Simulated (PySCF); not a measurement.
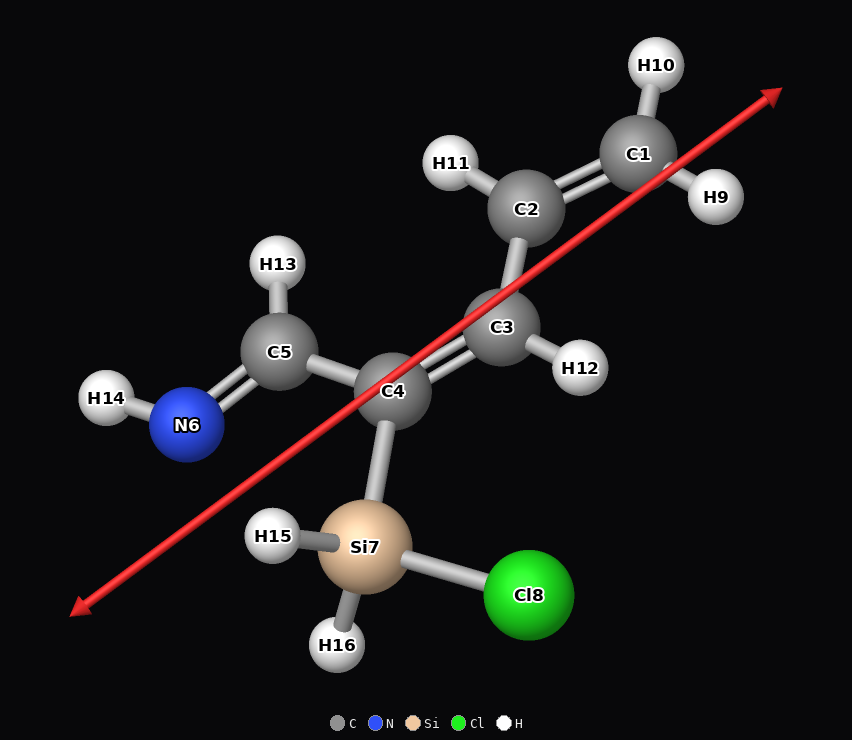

The double arrow shows the direction of the transition dipole to excited singlet state 2 (its length means nothing). The computed structure is the end point of a GFN2-xTB optimisation. No frequency run is at hand to confirm it as a minimum. Properties computed with TDDFT PBE0/def2-SVPD, vertical, gas phase, core orbitals frozen in the response (PySCF 2.14.0).

Question: How is the transition polarised?

Answer: Nearly parallel to the C5–N6 bond.

Question: Give its energy, strength and character.

Answer: 4.83 eV (257 nm), oscillator strength 0.69, mainly HOMO → LUMO (weight 0.95); transition dipole 6.12 D.

The geometry is semi-empirical. Around Si such bond lengths and angles can be off by a tenth of an ångström or more and by several degrees, and values that hang on the shape move with them.
